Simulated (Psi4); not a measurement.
# BHBr (SMILES [BH]Br): U-r2SCAN/def2-QZVP (density fitting, sweep point 5)

Aim: the vertical doublet–quartet gap of BHBr at U-r2SCAN/def2-QZVP (density fitting, sweep point 5), from 2 runs. 

Program for the calculation: Psi4 1.11.

**1. Starting point**

The species is BHBr (3 atoms), meant as a doublet with charge 0. As SMILES, `[BH]Br`. Geometry: relaxed at PBE0-D4/def2-TZVP.

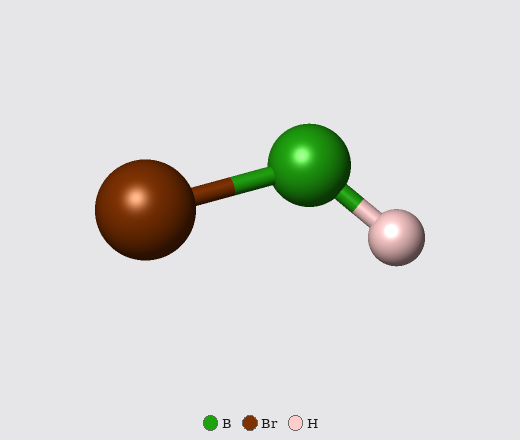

Viewed from a chosen angle; boron green, bromine brown, hydrogen pink.

**2. The energy at U-r2SCAN/def2-QZVP (density fitting, sweep point 5)**

The input, input.in:

```
memory 1.6 GB

molecule {
  0 2
  B     -0.17857912    -0.98832676    -0.21864131
  Br     2.23176655     1.06429375     1.34132760
  H     -2.07378545    -0.19842124    -1.14763068
  units bohr
  symmetry c1
}

set globals {
  basis def2-QZVP
  reference uks
  puream true
  scf_type df
  dft_radial_points 99
  dft_spherical_points 590
  maxiter 150
}

e_tot, wfn = energy('r2scan', return_wfn=True)
```

Command:

```sh
$ psi4 input.in input.out -n 1
```

input.out:

```text
[...]
  Running in c1 symmetry.
[...]
  Nuclear repulsion =   58.623728489698934
[...]
  Multiplicity = 2
[...]
  Nalpha       = 21
  Nbeta        = 20
[...]
    Number of basis functions: 162
[...]
   @DF-UKS iter   1: -2599.10302596548900   -1.24278e+00   1.36240e-02 ADIIS/DIIS
[...]
   @DF-UKS iter   9: -2599.57507553995947   -2.82789e-08   4.53626e-07 DIIS
[...]
   @S^2 Observed:                7.545228341E-01
[...]
    Orbital Energies [Eh]
    ---------------------
    Alpha Occupied:
       1A   -482.242000     2A    -62.308278     3A    -56.089092
       4A    -56.087962     5A    -56.087177     6A     -8.650831
       7A     -6.712986     8A     -6.452206     9A     -6.448279
      10A     -6.445286    11A     -2.551809    12A     -2.550752
      13A     -2.548701    14A     -2.545603    15A     -2.545366
      16A     -0.775120    17A     -0.479172    18A     -0.375612
      19A     -0.320056    20A     -0.315106    21A     -0.194679
    Alpha Virtual:
      22A     -0.109673    23A      0.030815    24A      0.075029
      25A      0.091153    26A      0.105397    27A      0.111124
[...]
  @DF-UKS Final Energy: -2599.57507553995947
   => Energetics <=
    Nuclear Repulsion Energy =             58.6237284896989337
    One-Electron Energy =               -3732.0810215704514121
    Two-Electron Energy =                1169.5769532622662155
    DFT Exchange-Correlation Energy =     -95.6947357214730374
    Empirical Dispersion Energy =           0.0000000000000000
    VV10 Nonlocal Energy =                  0.0000000000000000
    Total Energy =                      -2599.5750755399594709
[...]
 Multipole Moments:
 ------------------------------------------------------------------------------------
     Multipole            Electronic (a.u.)      Nuclear  (a.u.)        Total (a.u.)
 ------------------------------------------------------------------------------------
 L = 1.  Multiply by 2.5417464519 to convert [e a0] to [Debye]
 Dipole X            :          2.7312835           -2.8160972           -0.0848137
 Dipole Y            :          0.9278132           -0.7678435            0.1599698
 Dipole Z            :         -0.0000000            0.0000000           -0.0000000
 Magnitude           :                                                    0.1810627
[...]
```

Wall time 23 s (1 thread of Intel Xeon 6975P-C (Granite Rapids), shared host); peak memory 1.1 GiB.

**3. The quartet at the same level**

The input, job.dat:

```
memory 1600 MB

molecule mol {
  0 4
  B     -0.17857912    -0.98832676    -0.21864131
  Br     2.23176655     1.06429375     1.34132760
  H     -2.07378545    -0.19842124    -1.14763068
  units au
  symmetry c1
}

set basis def2-QZVP
set reference uks
set puream true
set scf_type df
set dft_radial_points 99
set dft_spherical_points 590
set maxiter 150

e, wfn = energy("r2scan", return_wfn=True)
```

Command:

```sh
$ psi4 -i job.dat -o job.out -n 1
```

job.out:

```text
[...]
  Running in c1 symmetry.
[...]
  Nuclear repulsion =   58.623728489698934
[...]
  Multiplicity = 4
[...]
  Nalpha       = 22
  Nbeta        = 19
[...]
    Number of basis functions: 162
[...]
   @DF-UKS iter   1: -2598.88891565498534   -1.02867e+00   1.32186e-02 DIIS/ADIIS
[...]
   @DF-UKS iter  12: -2599.39612228447731   -1.47129e-07   5.40169e-07 DIIS
[...]
   @S^2 Observed:                3.756694559E+00
[...]
    Orbital Energies [Eh]
    ---------------------
    Alpha Occupied:
       1A   -482.312588     2A    -62.376389     3A    -56.160912
       4A    -56.155900     5A    -56.154482     6A     -8.719109
       7A     -6.647984     8A     -6.527236     9A     -6.514715
      10A     -6.509412    11A     -2.625269    12A     -2.623181
      13A     -2.619045    14A     -2.609582    15A     -2.609395
      16A     -0.835956    17A     -0.501330    18A     -0.401538
      19A     -0.384395    20A     -0.360156    21A     -0.184328
      22A     -0.134110
    Alpha Virtual:
      23A      0.010961    24A      0.058678    25A      0.081417
[...]
  @DF-UKS Final Energy: -2599.39612228447731
   => Energetics <=
    Nuclear Repulsion Energy =             58.6237284896989337
    One-Electron Energy =               -3729.9259082641015084
    Two-Electron Energy =                1167.5908460638690940
    DFT Exchange-Correlation Energy =     -95.6847885739435071
    Empirical Dispersion Energy =           0.0000000000000000
    VV10 Nonlocal Energy =                  0.0000000000000000
    Total Energy =                      -2599.3961222844773147
[...]
 Multipole Moments:
 ------------------------------------------------------------------------------------
     Multipole            Electronic (a.u.)      Nuclear  (a.u.)        Total (a.u.)
 ------------------------------------------------------------------------------------
 L = 1.  Multiply by 2.5417464519 to convert [e a0] to [Debye]
 Dipole X            :          3.4722588           -2.8160972            0.6561615
 Dipole Y            :          1.4682546           -0.7678435            0.7004111
 Dipole Z            :          0.0000000            0.0000000            0.0000000
 Magnitude           :                                                    0.9597519
[...]
```

Run time: 29 s. Hardware: 1 thread of Intel Xeon 6975P-C (Granite Rapids), shared host; peak memory 1.1 GiB.

**4. Results**

At U-r2SCAN/def2-QZVP (density fitting, sweep point 5):

```
                                        quantity           value
                           doublet: total energy  -2599.57508 Eh
                          doublet: dipole moment          0.46 D
     doublet: HOMO energy (highest over α and β)        -5.30 eV
      doublet: LUMO energy (lowest over α and β)        -2.98 eV
                                   doublet: ⟨S²⟩           0.755
                           quartet: total energy  -2599.39612 Eh
                          quartet: dipole moment          2.44 D
     quartet: HOMO energy (highest over α and β)        -3.65 eV
                                   quartet: ⟨S²⟩           3.757
vertical energy of the quartet above the doublet        4.870 eV
```

At this shape the quartet lies 4.87 eV (470 kJ/mol) above the doublet.
